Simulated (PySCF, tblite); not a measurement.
# C20H11Cl: excited states

Aim: compute the excited states of C20H11Cl (`Clc1ccc2c3cccc4cccc(c5cccc1c52)c43`).

Computed with tblite 0.8.0 and PySCF 2.14.0 and routines of our own; the level stands in each step. Atoms count from 0.

### Step 1. The starting structure

32 atoms, charge 0, multiplicity 1; geometry from: force field or distance geometry start.

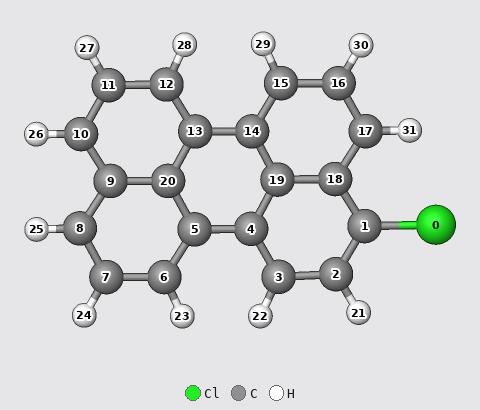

The starting geometry (chlorine green, carbon grey, hydrogen white).

### Step 2. Optimising the geometry with GFN2-xTB

Job settings and geometry (Å):

```
{"job": {"kind": "relax", "xc": "GFN2-xTB", "basis": "xTB"}, "charge": 0, "multiplicity": 1}
Cl    -5.212100     0.541500    -0.794500
C     -3.493600     0.742800    -0.663200
C     -2.907100     1.939600    -0.976800
C     -1.530100     2.137300    -0.886600
C     -0.767100     1.078900    -0.437800
C      0.595600     1.225800    -0.334900
C      1.223300     2.416400    -0.651000
C      2.619600     2.556600    -0.524700
C      3.362800     1.476500    -0.089700
C      2.722500     0.291500     0.227500
C      3.533000    -0.738800     0.653300
C      2.968500    -1.950300     0.986200
C      1.578000    -2.104300     0.883100
C      0.785400    -1.072600     0.438000
C     -0.583800    -1.209300     0.330300
C     -1.180600    -2.408200     0.659900
C     -2.567900    -2.544500     0.532600
C     -3.321900    -1.484900     0.091600
C     -2.686000    -0.289000    -0.216100
C     -1.297300    -0.138700    -0.102800
C      1.336200     0.153800     0.111900
H     -3.533500     2.785600    -1.325900
H     -1.172800     3.104000    -1.140200
H      0.708300     3.290200    -0.996700
H      3.073500     3.505400    -0.782100
H      4.401600     1.603700    -0.002100
H      4.608800    -0.629900     0.747900
H      3.571000    -2.780600     1.331700
H      1.223600    -3.081900     1.148500
H     -0.666000    -3.287800     1.002600
H     -3.028600    -3.488500     0.782500
H     -4.378500    -1.608700     0.012700
```

Command:

```sh
> OMP_NUM_THREADS=2 python excited_run.py task.json out
```

This one command runs all jobs of the session in turn.

The program printed:

```text
step      E/eV     max force
  0   -1441.76101    2.791
  1   -1442.27330    1.462
  2   -1442.45469    0.897
  3   -1442.55166    0.741
  4   -1442.65395    0.647
  5   -1442.69772    0.479
  6   -1442.71914    0.276
  7   -1442.73200    0.240
  8   -1442.74426    0.207
  9   -1442.75396    0.177
 10   -1442.75941    0.120
 11   -1442.76160    0.068
 12   -1442.76253    0.054
 13   -1442.76303    0.040
 14   -1442.76324    0.024
 15   -1442.76333    0.017
 16   -1442.76339    0.014
 17   -1442.76344    0.015
 18   -1442.76350    0.015
 19   -1442.76355    0.014
 20   -1442.76360    0.011
 21   -1442.76363    0.010
```

Wall time 0.4 s (2 threads of Arm Neoverse V2, shared host).

The steps of the relaxation:

| step | energy from step 0 (eV) | largest force (eV/Å) |
| --- | --- | --- |
| 0 | 0.0000 | 2.7914 |
| 1 | -0.5123 | 1.4615 |
| 2 | -0.6937 | 0.8968 |
| 3 | -0.7907 | 0.7406 |
| 4 | -0.8929 | 0.6465 |
| 5 | -0.9367 | 0.4789 |
| 6 | -0.9581 | 0.2764 |
| 7 | -0.9710 | 0.2396 |
| 8 | -0.9832 | 0.2065 |
| 9 | -0.9930 | 0.1771 |
| 10 | -0.9984 | 0.1197 |
| 11 | -1.0006 | 0.0682 |
| 12 | -1.0015 | 0.0539 |
| 13 | -1.0020 | 0.0398 |
| 14 | -1.0022 | 0.0238 |
| 15 | -1.0023 | 0.0175 |
| 16 | -1.0024 | 0.0144 |
| 17 | -1.0024 | 0.0153 |
| 18 | -1.0025 | 0.0151 |
| 19 | -1.0025 | 0.0136 |
| 20 | -1.0026 | 0.0111 |
| 21 | -1.0026 | 0.0102 |

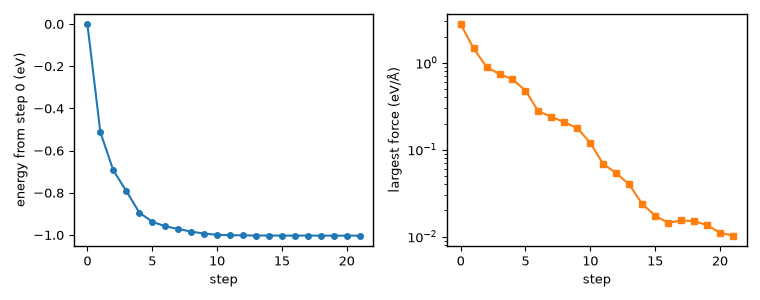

Energy and force, step by step.

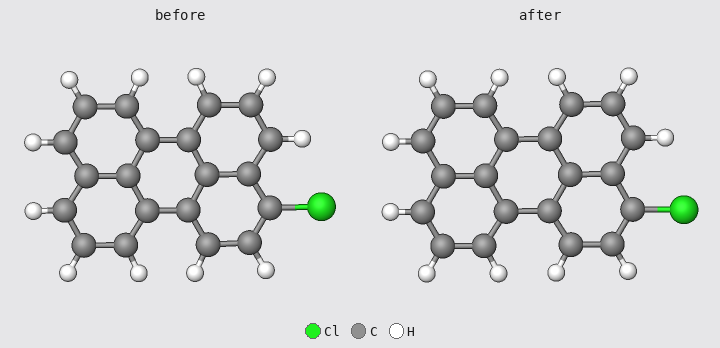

Before and after, at one scale.

Distances of close pairs at the start and the end, largest changes first:

| bond | before (Å) | after (Å) | change (Å) |
| --- | --- | --- | --- |
| C4–C5 | 1.374 | 1.458 | +0.084 |
| C13–C14 | 1.380 | 1.459 | +0.079 |
| C14–C19 | 1.358 | 1.422 | +0.065 |
| C4–C19 | 1.370 | 1.422 | +0.053 |
| C5–C20 | 1.377 | 1.421 | +0.044 |
| C13–C20 | 1.383 | 1.421 | +0.038 |
| C9–C10 | 1.378 | 1.408 | +0.030 |
| C2–H21 | 1.109 | 1.079 | -0.030 |

The next job starts from the end point, and lists it.

### Step 3. Infrared spectrum with GFN2-xTB

Job settings and geometry (Å):

```
{"job": {"kind": "ir", "xc": "GFN2-xTB", "basis": "xTB"}, "charge": 0, "multiplicity": 1}
Cl    -5.293976     0.629099    -0.834187
C     -3.578338     0.781757    -0.678604
C     -2.993882     1.977498    -0.998724
C     -1.615112     2.127108    -0.883468
C     -0.798286     1.096094    -0.451152
C      0.646308     1.253660    -0.333036
C      1.287217     2.440742    -0.647572
C      2.669318     2.583881    -0.530564
C      3.436442     1.538546    -0.097391
C      2.836650     0.308192     0.234325
C      3.622384    -0.772641     0.679478
C      3.034952    -1.964495     1.000005
C      1.653668    -2.119484     0.889096
C      0.834458    -1.089966     0.456657
C     -0.611318    -1.246653     0.337980
C     -1.245674    -2.436257     0.654094
C     -2.625463    -2.585969     0.539096
C     -3.398665    -1.545173     0.105398
C     -2.806380    -0.312948    -0.228236
C     -1.395657    -0.149771    -0.114357
C      1.428190     0.156035     0.118652
H     -3.598445     2.803415    -1.340198
H     -1.200818     3.086373    -1.145893
H      0.725893     3.293047    -0.994762
H      3.125320     3.529149    -0.786285
H      4.507926     1.637865    -0.002739
H      4.691381    -0.641008     0.761305
H      3.632860    -2.796662     1.341931
H      1.238288    -3.078319     1.153473
H     -0.678341    -3.284421     1.000693
H     -3.078377    -3.532185     0.795877
H     -4.467741    -1.654906     0.014128
```

The program printed:

```text
mode    cm-1     km/mol
  1      -6.2      0.04
  2      51.9      0.10
  3     100.0      0.10
  4     130.5      0.06
  5     164.4      2.27
  6     180.1      0.26
  7     191.9      0.00
  8     250.9      0.03
  9     257.6      0.12
 10     302.1      0.18
 11     315.4      0.09
 12     352.2      0.01
 13     396.4      0.21
 14     423.4      0.10
 15     424.0      0.26
 16     430.3      0.12
 17     441.7      0.13
 18     488.1      0.09
 19     496.8      0.32
 20     503.6      0.09
 21     532.7      1.44
 22     534.6      1.11
 23     569.3      0.12
 24     583.1      1.98
 25     587.8      0.00
 26     624.5      0.10
 27     639.3      0.16
 28     644.2      2.72
 29     726.1      0.35
 30     752.2      0.02
 31     763.5      6.21
 32     767.0      0.72
 33     773.9      0.10
 34     787.3      5.99
 35     789.5      8.55
 36     803.1     31.05
 37     818.9     27.95
 38     867.0      2.18
 39     869.6      0.12
 40     878.5      0.09
 41     884.7      0.28
 42     899.2      0.63
 43     919.1      0.03
 44     920.7     18.13
 45     921.7      0.08
 46     924.9      0.26
 47    1015.9     12.86
 48    1058.8      7.55
 49    1114.2      0.70
 50    1129.0      7.45
 51    1157.1     15.34
 52    1159.3      0.16
 53    1172.7      4.77
 54    1185.0      2.62
 55    1196.5      3.24
 56    1212.7      4.53
 57    1217.9      0.96
 58    1227.4      1.59
 59    1239.6      2.12
 60    1295.6      0.19
 61    1300.2      0.05
 62    1327.5      3.59
 63    1343.9     30.07
 64    1346.1      1.25
 65    1353.8      5.50
 66    1376.6      0.17
 67    1385.3      0.63
 68    1408.6      1.48
 69    1422.7      6.67
 70    1438.6      4.53
 71    1460.0      0.03
 72    1490.1     22.68
 73    1515.6      7.85
 74    1532.2      2.61
 75    1566.5      3.12
 76    1576.2      7.16
 77    1588.4      3.65
 78    1592.3      0.04
 79    1592.9      0.53
 80    3073.4     12.81
 81    3075.5      0.05
 82    3082.2     30.56
 83    3084.9     37.78
 84    3087.5    127.94
 85    3096.0     13.79
 86    3102.3      5.24
 87    3104.2      6.99
 88    3105.8     30.74
 89    3115.7     66.30
 90    3117.7     20.09
```

Wall time 2.8 s (2 threads of Arm Neoverse V2, shared host).

The strongest bands and the atoms that carry them (share of the mass-weighted mode):

| cm⁻¹ | km/mol | atoms |
| --- | --- | --- |
| 803 | 31.1 | H23 18 %, H28 17 % |
| 819 | 27.9 | H22 45 %, H21 23 %, C3 15 % |
| 1344 | 30.1 | C18 12 % |
| 3082 | 30.6 | H30 82 % |
| 3085 | 37.8 | H24 27 %, H25 22 %, H27 20 %, H26 17 % |
| 3088 | 127.9 | H26 31 %, H25 23 %, H27 18 %, H24 14 % |
| 3106 | 30.7 | H31 64 %, H28 15 % |
| 3116 | 66.3 | H29 53 %, H28 33 % |

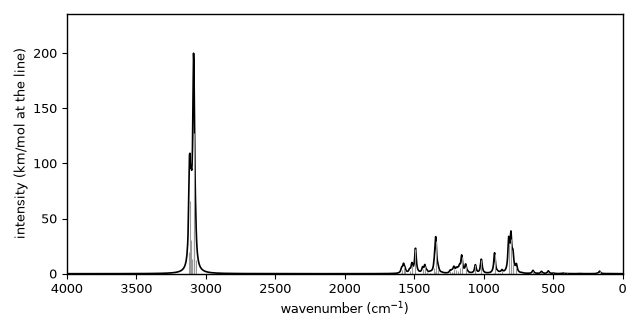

The infrared spectrum from these modes, unscaled. Lines are broadened to a width of 14 cm⁻¹ (Lorentzian).

### Step 4. Excited states: TDA B3LYP/def2-SVP

Settings changed since step 3:

```diff
@@ -1,2 +1,2 @@
-{"job": {"kind": "ir", "xc": "GFN2-xTB", "basis": "xTB"}, "charge": 0, "multiplicity": 1}
+{"job": {"kind": "states", "xc": "B3LYP", "basis": "def2-SVP", "tda": true, "soc": true, "nstates": 8, "ntriplets": 4, "nquad": 4}, "charge": 0, "multiplicity": 1}
 Cl    -5.293976     0.629099    -0.834187
```

Method: TDA B3LYP/def2-SVP excited states, vertical, gas phase, spin-orbit mean-field couplings.

The program printed:

```text
coarse grid: 30168 points
cycle   1  E = -1228.0294335628  dE =  4.297e+00  |g| = 5.372e-01  |ddm| = 9.316e+00
cycle   2  E = -1228.0108151168  dE =  1.862e-02  |g| = 6.182e-01  |ddm| = 2.184e+00
cycle   3  E = -1228.1056523927  dE = -9.484e-02  |g| = 1.861e-01  |ddm| = 1.007e+00
cycle   4  E = -1228.1150788769  dE = -9.426e-03  |g| = 6.008e-02  |ddm| = 3.784e-01
cycle   5  E = -1228.1160098373  dE = -9.310e-04  |g| = 2.229e-02  |ddm| = 1.244e-01
cycle   6  E = -1228.1161305686  dE = -1.207e-04  |g| = 6.609e-03  |ddm| = 3.666e-02
cycle   7  E = -1228.1161421800  dE = -1.161e-05  |g| = 2.396e-03  |ddm| = 1.358e-02
cycle   8  E = -1228.1161436493  dE = -1.469e-06  |g| = 8.321e-04  |ddm| = 3.898e-03
final grid: 295000 points
cycle   9  E = -1228.3202026720  dE = -8.892e-05  |g| = 7.020e-03  |ddm| = 1.327e-01
cycle  10  E = -1228.3201977227  dE =  4.949e-06  |g| = 8.286e-03  |ddm| = 2.681e-02
cycle  11  E = -1228.3202155152  dE = -1.779e-05  |g| = 2.221e-03  |ddm| = 1.492e-02
cycle  12  E = -1228.3202168918  dE = -1.377e-06  |g| = 4.101e-04  |ddm| = 3.484e-03
cycle  13  E = -1228.3202169344  dE = -4.259e-08  |g| = 1.971e-04  |ddm| = 9.529e-04
cycle  14  E = -1228.3202169442  dE = -9.758e-09  |g| = 6.344e-05  |ddm| = 3.108e-04
cycle  15  E = -1228.3202169453  dE = -1.097e-09  |g| = 1.819e-05  |ddm| = 1.189e-04
cycle  16  E = -1228.3202169454  dE = -8.276e-11  |g| = 5.393e-06  |ddm| = 3.045e-05
converged SCF energy = -1228.3202169454

Singlet excitations
state   eV       nm        f     d(h-e)  d(exc)  Lambda  PR(NTO)  |dmu|/D   mu/D   main configurations
  1   3.0382   408.1   0.61753   0.188   4.759   0.881   1.134    0.395    1.328   H->L 0.94
  2   3.6676   338.1   0.00059   0.119   4.432   0.647   1.629    0.217    1.727   H->L+1 0.70, H-2->L 0.21
  3   3.9823   311.3   0.00096   0.290   4.934   0.698   1.973    0.731    0.867   H-1->L 0.50, H->L+2 0.40
  4   4.0379   307.1   0.00224   1.107   4.359   0.669   2.035    2.486    4.013   H-2->L 0.30, H->L+4 0.25, H->L+2 0.16
  5   4.1145   301.3   0.00090   1.056   4.359   0.698   2.032                     H-3->L 0.26, H->L+2 0.19, H->L+4 0.17
  6   4.1941   295.6   0.00049   0.105   5.269   0.742   1.989                     H->L+3 0.41, H-3->L 0.24, H-4->L 0.23
  7   4.6825   264.8   0.00210   0.462   4.165   0.727   2.578                     H->L+3 0.36, H-1->L 0.18, H-2->L 0.11
  8   4.7991   258.3   0.00303   0.143   4.548   0.692   2.406                     H-4->L 0.29, H-2->L 0.20, H->L+1 0.12

Triplet excitations (Tamm-Dancoff)
state   eV     d(h-e)  d(exc)  Lambda  PR(NTO)   main configurations
  1   1.7173   0.043   4.362   0.887   1.074   H->L 0.96
  2   3.1614   0.083   3.824   0.685   2.063   H->L+2 0.32, H-1->L 0.30, H->L+1 0.22
  3   3.2956   0.008   3.670   0.724   2.115   H->L+3 0.34, H->L+1 0.18, H-4->L 0.17
  4   3.3963   0.117   4.069   0.690   1.559   H->L+1 0.51, H->L+2 0.17, H-3->L 0.09
S1 - T1 = 1.3209 eV

Spin-orbit couplings |<S|Hso|T>| (cm-1)
             T1       T2       T3       T4
S0        0.012    0.043    0.036    0.025
S1        0.003    0.010    0.005    0.012
S2        0.010    0.007    0.018    0.008
S3        0.007    0.002    0.010    0.005
S4        0.019    0.006    0.008    0.002
S5        0.016    0.008    0.008    0.006
S6        0.003    0.019    0.007    0.014
S7        0.013    0.023    0.021    0.015
S8        0.017    0.021    0.017    0.008
T1 sublevels (cm-1): 0.000 0.000 0.000   radiative rates (1/s): 1.77e-06 4.21e-06 2.37e-06
```

It took 4.7 min on 2 threads of Arm Neoverse V2, shared host; peak memory 2.1 GiB.

From this job:

| quantity | value |
| --- | --- |
| S1 less T1 | 1.32 eV |

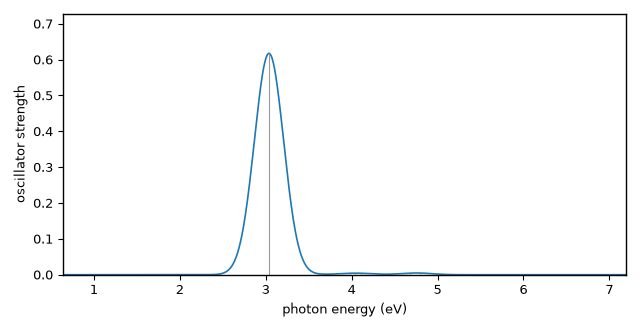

Absorption lines of the singlets. Lines are broadened to a width of 0.40 eV (Gaussian).

### Step 5. Outcome

| quantity | value |
| --- | --- |
| strongest single infrared mode (GFN2-xTB) | 3088 cm⁻¹, 128 km/mol |
| zero-point energy (GFN2-xTB) | 148.3 kcal/mol |
| S1 less T1 (step 4, TDA B3LYP/def2-SVP) | 1.32 eV |

What this shows: The lowest mode is slightly imaginary (6i cm⁻¹), a soft motion within the noise of the Hessian, so the minimum is not strictly shown. GFN2-xTB is a fitted tight-binding method: band positions and strengths are rough. Its intensities can rank the bands wrongly. In step 4, the number of triplets below S1 is 1, and the largest singlet-triplet spin-orbit coupling is S0–T2, 0.04 cm⁻¹.
